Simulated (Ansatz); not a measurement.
AlNH4F2: molecular dynamics (part 1 of 5)

AlNH4F2, computed with RKS BLYP/def2-SVP (Ansatz 0.2.0).

It belongs to a series of runs on one base structure; here: dynamics from the highest image of the converged band. Figures and captions count atoms from 1; the log counts them from 0 in places.

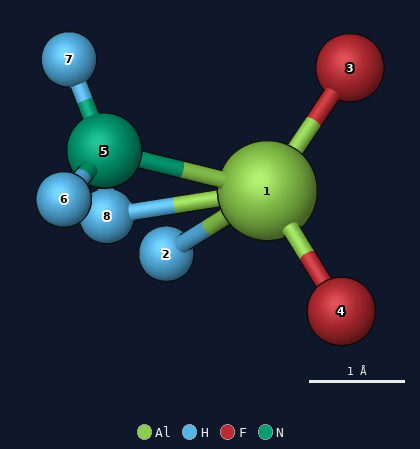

Figure 1. The starting structure (ball-and-stick view, seen at a tilt; atoms are numbered from 1 in the order of the input). Sticks mark near contacts.

**Results in brief**

```tsv
quantity	value
outcome	finished
mean temperature over the second half	674 K
trajectory	200 steps, 100 fs
ensemble	nve
temperature in the input	300.0 K
time step	0.5 fs
potential energy (last step)	−13581.2804 eV
mean-field energy (last step)	−13581.2804 eV
largest force (length of the vector) (last step)	1.672 eV/Å
hardware	1 thread of Arm Neoverse V2, 24 GiB of memory available, shared host
wall time	5.7 min
peak memory	0.15 GiB
```

**Notes**

So short a trajectory is not equilibrated.

**Input file**
```yaml
crystal:
  periodic: [false, false, false]
  atoms:
    - { symbol: Al, position_ang: [0.063188, -0.3445, -0.000693] }
    - { symbol: H, position_ang: [-0.212134, 0.051056, 1.74244] }
    - { symbol: F, position_ang: [1.552388, 0.266006, -0.466472] }
    - { symbol: F, position_ang: [-1.324189, 0.020829, -0.866356] }
    - { symbol: "N", position_ang: [0.102317, -2.063287, 0.78524] }
    - { symbol: H, position_ang: [-0.674568, -2.730721, 0.685972] }
    - { symbol: H, position_ang: [0.980524, -2.583714, 0.915307] }
    - { symbol: H, position_ang: [-0.119526, -0.961769, 1.697263] }
basis:
  gaussian: { orbitals: def2-SVP }
hamiltonian:
  xc: blyp
md:
  timestep: 0.5
  n_steps: 200
  ensemble: nve
  temperature: 300.0
  initial_velocities: maxwell_boltzmann
  seed: 4329
```

Launch command:
```bash
ansatz run input.yaml --threads 1 --pin off --max-ram 2048MiB --backend cpu --events-out ev --progress --plain --runs-dir out
```

**Output**
```
Engine: ansatz 0.2.0, aarch64-unknown-linux-gnu
Functional definition: BLYP
  parameter beta = 0.0042
  parameter a = 0.04918
  parameter b = 0.132
  parameter c = 0.2533
  parameter d = 0.349
  exchange = b88_x(beta = beta)
  correlation = lyp_c(a = a, b = b, c = c, d = d)
893 factors; their error is unknown
mean field evaluation 1: about -13569.2192 eV, gradient 8.0e1 eV
mean field evaluation 2: about -13525.0714 eV, gradient 1.6e2 eV
mean field evaluation 4: about -13580.8613 eV, gradient 5.2e0 eV
mean field evaluation 8: about -13580.9483 eV, gradient 2.7e-1 eV
mean field evaluation 16: about -13580.8980 eV, gradient 4.2e-4 eV
mean field -13580.89802829 eV, -499.0887970765 hartree, gradient 3.3e-5 eV, S^2 0.000000; 0 other end points of the search recorded, 0 dependent functions left out
the calculation of the forces begins
reference -13580.89835615 eV, -499.0888091248 hartree; 21, 21 occupied and 59, 59 virtual orbitals, 893 factors
md step     0: t =     0.00 fs  T =   300.0 K  F+E_penalty+E_count = -13580.89802829 eV  E_kin = 0.232668 eV  conserved = -13580.66536030 eV  (27 SCF iters)
these checks for a lower state are left out or cut short: starts, cluster_reference, orbital_swaps, neighbouring_geometries, increment
893 factors; their error is unknown
mean field -13580.89281952 eV, -499.0886056577 hartree, gradient 2.1e-5 eV, S^2 0.000000; 0 other end points of the search recorded, 0 dependent functions left out
the calculation of the forces begins
reference -13580.89314719 eV, -499.0886176994 hartree; 21, 21 occupied and 59, 59 virtual orbitals, 893 factors
md step     1: t =     0.50 fs  T =   293.4 K  F+E_penalty+E_count = -13580.89281952 eV  E_kin = 0.227525 eV  conserved = -13580.66529424 eV  (28 SCF iters)
[... from here on the SCF iterations and repeated set-up lines of each step are left out, up to the last step ...]
md step     2: t =     1.00 fs  T =   275.5 K  F+E_penalty+E_count = -13580.87862982 eV  E_kin = 0.213636 eV  conserved = -13580.66499400 eV  (29 SCF iters)
md step     3: t =     1.50 fs  T =   252.4 K  F+E_penalty+E_count = -13580.86029822 eV  E_kin = 0.195725 eV  conserved = -13580.66457313 eV  (28 SCF iters)
md step     4: t =     2.00 fs  T =   232.3 K  F+E_penalty+E_count = -13580.84438667 eV  E_kin = 0.180139 eV  conserved = -13580.66424729 eV  (28 SCF iters)
md step     5: t =     2.50 fs  T =   221.4 K  F+E_penalty+E_count = -13580.83590586 eV  E_kin = 0.171706 eV  conserved = -13580.66420014 eV  (28 SCF iters)
md step     6: t =     3.00 fs  T =   220.7 K  F+E_penalty+E_count = -13580.83558742 eV  E_kin = 0.171145 eV  conserved = -13580.66444197 eV  (28 SCF iters)
md step     7: t =     3.50 fs  T =   225.5 K  F+E_penalty+E_count = -13580.83972925 eV  E_kin = 0.174926 eV  conserved = -13580.66480354 eV  (28 SCF iters)
md step     8: t =     4.00 fs  T =   229.0 K  F+E_penalty+E_count = -13580.84269938 eV  E_kin = 0.177627 eV  conserved = -13580.66507216 eV  (28 SCF iters)
md step     9: t =     4.50 fs  T =   225.7 K  F+E_penalty+E_count = -13580.84015839 eV  E_kin = 0.175029 eV  conserved = -13580.66512897 eV  (28 SCF iters)
md step    10: t =     5.00 fs  T =   214.0 K  F+E_penalty+E_count = -13580.83096140 eV  E_kin = 0.165978 eV  conserved = -13580.66498362 eV  (28 SCF iters)
md step    11: t =     5.50 fs  T =   196.5 K  F+E_penalty+E_count = -13580.81713282 eV  E_kin = 0.152408 eV  conserved = -13580.66472469 eV  (28 SCF iters)
md step    12: t =     6.00 fs  T =   178.1 K  F+E_penalty+E_count = -13580.80257042 eV  E_kin = 0.138114 eV  conserved = -13580.66445628 eV  (28 SCF iters)
md step    13: t =     6.50 fs  T =   164.0 K  F+E_penalty+E_count = -13580.79142351 eV  E_kin = 0.127163 eV  conserved = -13580.66426093 eV  (28 SCF iters)
md step    14: t =     7.00 fs  T =   158.0 K  F+E_penalty+E_count = -13580.78675716 eV  E_kin = 0.122569 eV  conserved = -13580.66418771 eV  (28 SCF iters)
md step    15: t =     7.50 fs  T =   161.8 K  F+E_penalty+E_count = -13580.78973174 eV  E_kin = 0.125479 eV  conserved = -13580.66425303 eV  (29 SCF iters)
md step    16: t =     8.00 fs  T =   173.9 K  F+E_penalty+E_count = -13580.79931911 eV  E_kin = 0.134876 eV  conserved = -13580.66444332 eV  (29 SCF iters)
md step    17: t =     8.50 fs  T =   190.6 K  F+E_penalty+E_count = -13580.81252793 eV  E_kin = 0.147813 eV  conserved = -13580.66471523 eV  (29 SCF iters)
md step    18: t =     9.00 fs  T =   206.5 K  F+E_penalty+E_count = -13580.82512771 eV  E_kin = 0.160133 eV  conserved = -13580.66499441 eV  (28 SCF iters)
md step    19: t =     9.50 fs  T =   216.2 K  F+E_penalty+E_count = -13580.83286092 eV  E_kin = 0.167678 eV  conserved = -13580.66518257 eV  (26 SCF iters)
md step    20: t =    10.00 fs  T =   216.4 K  F+E_penalty+E_count = -13580.83300365 eV  E_kin = 0.167822 eV  conserved = -13580.66518197 eV  (28 SCF iters)
md step    21: t =    10.50 fs  T =   207.4 K  F+E_penalty+E_count = -13580.82583094 eV  E_kin = 0.160880 eV  conserved = -13580.66495111 eV  (28 SCF iters)
md step    22: t =    11.00 fs  T =   194.2 K  F+E_penalty+E_count = -13580.81514252 eV  E_kin = 0.150578 eV  conserved = -13580.66456469 eV  (28 SCF iters)
md step    23: t =    11.50 fs  T =   184.1 K  F+E_penalty+E_count = -13580.80700859 eV  E_kin = 0.142793 eV  conserved = -13580.66421526 eV  (29 SCF iters)
md step    24: t =    12.00 fs  T =   184.0 K  F+E_penalty+E_count = -13580.80681614 eV  E_kin = 0.142709 eV  conserved = -13580.66410720 eV  (28 SCF iters)
md step    25: t =    12.50 fs  T =   195.9 K  F+E_penalty+E_count = -13580.81622533 eV  E_kin = 0.151921 eV  conserved = -13580.66430433 eV  (28 SCF iters)
md step    26: t =    13.00 fs  T =   216.0 K  F+E_penalty+E_count = -13580.83223130 eV  E_kin = 0.167553 eV  conserved = -13580.66467791 eV  (28 SCF iters)
md step    27: t =    13.50 fs  T =   237.3 K  F+E_penalty+E_count = -13580.84906733 eV  E_kin = 0.184055 eV  conserved = -13580.66501257 eV  (28 SCF iters)
md step    28: t =    14.00 fs  T =   253.1 K  F+E_penalty+E_count = -13580.86144611 eV  E_kin = 0.196290 eV  conserved = -13580.66515650 eV  (27 SCF iters)
md step    29: t =    14.50 fs  T =   260.2 K  F+E_penalty+E_count = -13580.86692891 eV  E_kin = 0.201839 eV  conserved = -13580.66508994 eV  (27 SCF iters)
md step    30: t =    15.00 fs  T =   259.8 K  F+E_penalty+E_count = -13580.86635910 eV  E_kin = 0.201469 eV  conserved = -13580.66488978 eV  (27 SCF iters)
md step    31: t =    15.50 fs  T =   255.5 K  F+E_penalty+E_count = -13580.86278079 eV  E_kin = 0.198121 eV  conserved = -13580.66465981 eV  (27 SCF iters)
md step    32: t =    16.00 fs  T =   251.9 K  F+E_penalty+E_count = -13580.85985491 eV  E_kin = 0.195375 eV  conserved = -13580.66448027 eV  (27 SCF iters)
md step    33: t =    16.50 fs  T =   253.0 K  F+E_penalty+E_count = -13580.86057447 eV  E_kin = 0.196186 eV  conserved = -13580.66438823 eV  (27 SCF iters)
md step    34: t =    17.00 fs  T =   260.8 K  F+E_penalty+E_count = -13580.86661824 eV  E_kin = 0.202235 eV  conserved = -13580.66438320 eV  (27 SCF iters)
md step    35: t =    17.50 fs  T =   275.7 K  F+E_penalty+E_count = -13580.87828373 eV  E_kin = 0.213836 eV  conserved = -13580.66444799 eV  (28 SCF iters)
md step    36: t =    18.00 fs  T =   296.7 K  F+E_penalty+E_count = -13580.89470489 eV  E_kin = 0.230135 eV  conserved = -13580.66456984 eV  (27 SCF iters)
md step    37: t =    18.50 fs  T =   321.5 K  F+E_penalty+E_count = -13580.91405799 eV  E_kin = 0.249317 eV  conserved = -13580.66474145 eV  (28 SCF iters)
md step    38: t =    19.00 fs  T =   346.6 K  F+E_penalty+E_count = -13580.93374806 eV  E_kin = 0.268814 eV  conserved = -13580.66493398 eV  (27 SCF iters)
md step    39: t =    19.50 fs  T =   368.6 K  F+E_penalty+E_count = -13580.95094799 eV  E_kin = 0.285879 eV  conserved = -13580.66506913 eV  (28 SCF iters)
md step    40: t =    20.00 fs  T =   385.2 K  F+E_penalty+E_count = -13580.96381660 eV  E_kin = 0.298770 eV  conserved = -13580.66504660 eV  (28 SCF iters)
md step    41: t =    20.50 fs  T =   397.3 K  F+E_penalty+E_count = -13580.97293351 eV  E_kin = 0.308098 eV  conserved = -13580.66483534 eV  (28 SCF iters)
md step    42: t =    21.00 fs  T =   408.9 K  F+E_penalty+E_count = -13580.98163790 eV  E_kin = 0.317092 eV  conserved = -13580.66454588 eV  (27 SCF iters)
md step    43: t =    21.50 fs  T =   425.4 K  F+E_penalty+E_count = -13580.99431747 eV  E_kin = 0.329942 eV  conserved = -13580.66437558 eV  (27 SCF iters)
md step    44: t =    22.00 fs  T =   450.1 K  F+E_penalty+E_count = -13581.01349584 eV  E_kin = 0.349048 eV  conserved = -13580.66444821 eV  (27 SCF iters)
md step    45: t =    22.50 fs  T =   481.4 K  F+E_penalty+E_count = -13581.03802649 eV  E_kin = 0.373320 eV  conserved = -13580.66470640 eV  (28 SCF iters)
md step    46: t =    23.00 fs  T =   514.4 K  F+E_penalty+E_count = -13581.06391739 eV  E_kin = 0.398945 eV  conserved = -13580.66497267 eV  (28 SCF iters)
md step    47: t =    23.50 fs  T =   543.9 K  F+E_penalty+E_count = -13581.08694186 eV  E_kin = 0.421840 eV  conserved = -13580.66510161 eV  (29 SCF iters)
md step    48: t =    24.00 fs  T =   567.1 K  F+E_penalty+E_count = -13581.10486346 eV  E_kin = 0.439795 eV  conserved = -13580.66506826 eV  (29 SCF iters)
md step    49: t =    24.50 fs  T =   584.1 K  F+E_penalty+E_count = -13581.11792671 eV  E_kin = 0.452982 eV  conserved = -13580.66494481 eV  (28 SCF iters)
md step    50: t =    25.00 fs  T =   597.1 K  F+E_penalty+E_count = -13581.12787491 eV  E_kin = 0.463053 eV  conserved = -13580.66482173 eV  (28 SCF iters)
md step    51: t =    25.50 fs  T =   608.4 K  F+E_penalty+E_count = -13581.13662610 eV  E_kin = 0.471883 eV  conserved = -13580.66474275 eV  (28 SCF iters)
md step    52: t =    26.00 fs  T =   620.1 K  F+E_penalty+E_count = -13581.14558893 eV  E_kin = 0.480901 eV  conserved = -13580.66468766 eV  (29 SCF iters)
md step    53: t =    26.50 fs  T =   633.4 K  F+E_penalty+E_count = -13581.15588036 eV  E_kin = 0.491267 eV  conserved = -13580.66461315 eV  (29 SCF iters)
md step    54: t =    27.00 fs  T =   650.3 K  F+E_penalty+E_count = -13581.16884206 eV  E_kin = 0.504313 eV  conserved = -13580.66452951 eV  (28 SCF iters)
md step    55: t =    27.50 fs  T =   672.1 K  F+E_penalty+E_count = -13581.18577144 eV  E_kin = 0.521233 eV  conserved = -13580.66453809 eV  (28 SCF iters)
md step    56: t =    28.00 fs  T =   698.4 K  F+E_penalty+E_count = -13581.20641459 eV  E_kin = 0.541663 eV  conserved = -13580.66475147 eV  (28 SCF iters)
md step    57: t =    28.50 fs  T =   725.0 K  F+E_penalty+E_count = -13581.22745202 eV  E_kin = 0.562317 eV  conserved = -13580.66513542 eV  (28 SCF iters)
md step    58: t =    29.00 fs  T =   744.9 K  F+E_penalty+E_count = -13581.24315744 eV  E_kin = 0.577691 eV  conserved = -13580.66546689 eV  (27 SCF iters)
md step    59: t =    29.50 fs  T =   752.0 K  F+E_penalty+E_count = -13581.24874405 eV  E_kin = 0.583252 eV  conserved = -13580.66549184 eV  (28 SCF iters)
md step    60: t =    30.00 fs  T =   746.5 K  F+E_penalty+E_count = -13581.24407575 eV  E_kin = 0.578932 eV  conserved = -13580.66514345 eV  (28 SCF iters)
md step    61: t =    30.50 fs  T =   734.9 K  F+E_penalty+E_count = -13581.23459923 eV  E_kin = 0.569985 eV  conserved = -13580.66461382 eV  (28 SCF iters)
md step    62: t =    31.00 fs  T =   727.5 K  F+E_penalty+E_count = -13581.22843657 eV  E_kin = 0.564211 eV  conserved = -13580.66422518 eV  (28 SCF iters)
md step    63: t =    31.50 fs  T =   731.5 K  F+E_penalty+E_count = -13581.23155194 eV  E_kin = 0.567352 eV  conserved = -13580.66419995 eV  (28 SCF iters)
md step    64: t =    32.00 fs  T =   747.7 K  F+E_penalty+E_count = -13581.24438115 eV  E_kin = 0.579863 eV  conserved = -13580.66451855 eV  (28 SCF iters)
md step    65: t =    32.50 fs  T =   769.8 K  F+E_penalty+E_count = -13581.26203217 eV  E_kin = 0.597055 eV  conserved = -13580.66497738 eV  (28 SCF iters)
md step    66: t =    33.00 fs  T =   789.0 K  F+E_penalty+E_count = -13581.27729888 eV  E_kin = 0.611944 eV  conserved = -13580.66535535 eV  (28 SCF iters)
md step    67: t =    33.50 fs  T =   797.6 K  F+E_penalty+E_count = -13581.28410045 eV  E_kin = 0.618581 eV  conserved = -13580.66551968 eV  (29 SCF iters)
md step    68: t =    34.00 fs  T =   792.1 K  F+E_penalty+E_count = -13581.27970558 eV  E_kin = 0.614283 eV  conserved = -13580.66542235 eV  (28 SCF iters)
md step    69: t =    34.50 fs  T =   774.3 K  F+E_penalty+E_count = -13581.26561114 eV  E_kin = 0.600538 eV  conserved = -13580.66507344 eV  (29 SCF iters)
md step    70: t =    35.00 fs  T =   751.4 K  F+E_penalty+E_count = -13581.24733546 eV  E_kin = 0.582766 eV  conserved = -13580.66456943 eV  (29 SCF iters)
md step    71: t =    35.50 fs  T =   733.2 K  F+E_penalty+E_count = -13581.23273942 eV  E_kin = 0.568606 eV  conserved = -13580.66413298 eV  (28 SCF iters)
md step    72: t =    36.00 fs  T =   727.8 K  F+E_penalty+E_count = -13581.22850891 eV  E_kin = 0.564483 eV  conserved = -13580.66402578 eV  (28 SCF iters)
md step    73: t =    36.50 fs  T =   737.4 K  F+E_penalty+E_count = -13581.23623148 eV  E_kin = 0.571892 eV  conserved = -13580.66433905 eV  (29 SCF iters)
md step    74: t =    37.00 fs  T =   755.8 K  F+E_penalty+E_count = -13581.25109155 eV  E_kin = 0.586201 eV  conserved = -13580.66489033 eV  (30 SCF iters)
md step    75: t =    37.50 fs  T =   772.6 K  F+E_penalty+E_count = -13581.26460552 eV  E_kin = 0.599234 eV  conserved = -13580.66537116 eV  (30 SCF iters)
md step    76: t =    38.00 fs  T =   778.5 K  F+E_penalty+E_count = -13581.26931010 eV  E_kin = 0.603750 eV  conserved = -13580.66556025 eV  (30 SCF iters)
md step    77: t =    38.50 fs  T =   769.6 K  F+E_penalty+E_count = -13581.26226609 eV  E_kin = 0.596868 eV  conserved = -13580.66539840 eV  (27 SCF iters)
md step    78: t =    39.00 fs  T =   749.3 K  F+E_penalty+E_count = -13581.24608337 eV  E_kin = 0.581128 eV  conserved = -13580.66495561 eV  (28 SCF iters)
md step    79: t =    39.50 fs  T =   726.4 K  F+E_penalty+E_count = -13581.22778246 eV  E_kin = 0.563375 eV  conserved = -13580.66440743 eV  (27 SCF iters)
md step    80: t =    40.00 fs  T =   711.6 K  F+E_penalty+E_count = -13581.21592033 eV  E_kin = 0.551908 eV  conserved = -13580.66401258 eV  (27 SCF iters)
md step    81: t =    40.50 fs  T =   712.4 K  F+E_penalty+E_count = -13581.21653476 eV  E_kin = 0.552525 eV  conserved = -13580.66400934 eV  (28 SCF iters)
md step    82: t =    41.00 fs  T =   728.7 K  F+E_penalty+E_count = -13581.22958824 eV  E_kin = 0.565144 eV  conserved = -13580.66444399 eV  (28 SCF iters)
md step    83: t =    41.50 fs  T =   752.1 K  F+E_penalty+E_count = -13581.24839802 eV  E_kin = 0.583310 eV  conserved = -13580.66508831 eV  (27 SCF iters)
md step    84: t =    42.00 fs  T =   770.5 K  F+E_penalty+E_count = -13581.26315773 eV  E_kin = 0.597597 eV  conserved = -13580.66556100 eV  (28 SCF iters)
md step    85: t =    42.50 fs  T =   775.1 K  F+E_penalty+E_count = -13581.26670245 eV  E_kin = 0.601126 eV  conserved = -13580.66557630 eV  (28 SCF iters)
md step    86: t =    43.00 fs  T =   765.4 K  F+E_penalty+E_count = -13581.25879148 eV  E_kin = 0.593646 eV  conserved = -13580.66514561 eV  (28 SCF iters)
md step    87: t =    43.50 fs  T =   749.6 K  F+E_penalty+E_count = -13581.24590796 eV  E_kin = 0.581326 eV  conserved = -13580.66458193 eV  (28 SCF iters)
md step    88: t =    44.00 fs  T =   737.9 K  F+E_penalty+E_count = -13581.23657361 eV  E_kin = 0.572311 eV  conserved = -13580.66426274 eV  (28 SCF iters)
md step    89: t =    44.50 fs  T =   736.8 K  F+E_penalty+E_count = -13581.23573961 eV  E_kin = 0.571417 eV  conserved = -13580.66432248 eV  (29 SCF iters)
md step    90: t =    45.00 fs  T =   745.4 K  F+E_penalty+E_count = -13581.24269015 eV  E_kin = 0.578096 eV  conserved = -13580.66459399 eV  (27 SCF iters)
md step    91: t =    45.50 fs  T =   758.8 K  F+E_penalty+E_count = -13581.25335870 eV  E_kin = 0.588524 eV  conserved = -13580.66483511 eV  (27 SCF iters)
md step    92: t =    46.00 fs  T =   772.3 K  F+E_penalty+E_count = -13581.26391541 eV  E_kin = 0.598976 eV  conserved = -13580.66493965 eV  (27 SCF iters)
md step    93: t =    46.50 fs  T =   783.4 K  F+E_penalty+E_count = -13581.27250873 eV  E_kin = 0.607561 eV  conserved = -13580.66494778 eV  (27 SCF iters)
md step    94: t =    47.00 fs  T =   791.6 K  F+E_penalty+E_count = -13581.27883528 eV  E_kin = 0.613898 eV  conserved = -13580.66493760 eV  (28 SCF iters)
md step    95: t =    47.50 fs  T =   797.0 K  F+E_penalty+E_count = -13581.28302403 eV  E_kin = 0.618083 eV  conserved = -13580.66494062 eV  (27 SCF iters)
md step    96: t =    48.00 fs  T =   799.7 K  F+E_penalty+E_count = -13581.28511866 eV  E_kin = 0.620188 eV  conserved = -13580.66493069 eV  (28 SCF iters)
md step    97: t =    48.50 fs  T =   800.1 K  F+E_penalty+E_count = -13581.28537926 eV  E_kin = 0.620507 eV  conserved = -13580.66487212 eV  (27 SCF iters)
md step    98: t =    49.00 fs  T =   799.4 K  F+E_penalty+E_count = -13581.28473467 eV  E_kin = 0.619956 eV  conserved = -13580.66477818 eV  (29 SCF iters)
md step    99: t =    49.50 fs  T =   799.2 K  F+E_penalty+E_count = -13581.28457352 eV  E_kin = 0.619860 eV  conserved = -13580.66471374 eV  (28 SCF iters)
md step   100: t =    50.00 fs  T =   800.9 K  F+E_penalty+E_count = -13581.28586250 eV  E_kin = 0.621141 eV  conserved = -13580.66472193 eV  (28 SCF iters)
md step   101: t =    50.50 fs  T =   804.3 K  F+E_penalty+E_count = -13581.28858095 eV  E_kin = 0.623812 eV  conserved = -13580.66476848 eV  (28 SCF iters)
md step   102: t =    51.00 fs  T =   808.9 K  F+E_penalty+E_count = -13581.29215105 eV  E_kin = 0.627342 eV  conserved = -13580.66480860 eV  (27 SCF iters)
md step   103: t =    51.50 fs  T =   813.7 K  F+E_penalty+E_count = -13581.29595348 eV  E_kin = 0.631076 eV  conserved = -13580.66487780 eV  (28 SCF iters)
md step   104: t =    52.00 fs  T =   817.2 K  F+E_penalty+E_count = -13581.29880626 eV  E_kin = 0.633780 eV  conserved = -13580.66502666 eV  (28 SCF iters)
md step   105: t =    52.50 fs  T =   816.4 K  F+E_penalty+E_count = -13581.29836807 eV  E_kin = 0.633184 eV  conserved = -13580.66518439 eV  (28 SCF iters)
md step   106: t =    53.00 fs  T =   808.5 K  F+E_penalty+E_count = -13581.29224537 eV  E_kin = 0.627046 eV  conserved = -13580.66519971 eV  (29 SCF iters)
md step   107: t =    53.50 fs  T =   793.2 K  F+E_penalty+E_count = -13581.28020370 eV  E_kin = 0.615195 eV  conserved = -13580.66500865 eV  (29 SCF iters)
md step   108: t =    54.00 fs  T =   774.2 K  F+E_penalty+E_count = -13581.26513546 eV  E_kin = 0.600438 eV  conserved = -13580.66469700 eV  (29 SCF iters)
md step   109: t =    54.50 fs  T =   757.4 K  F+E_penalty+E_count = -13581.25182408 eV  E_kin = 0.587405 eV  conserved = -13580.66441870 eV  (29 SCF iters)
```
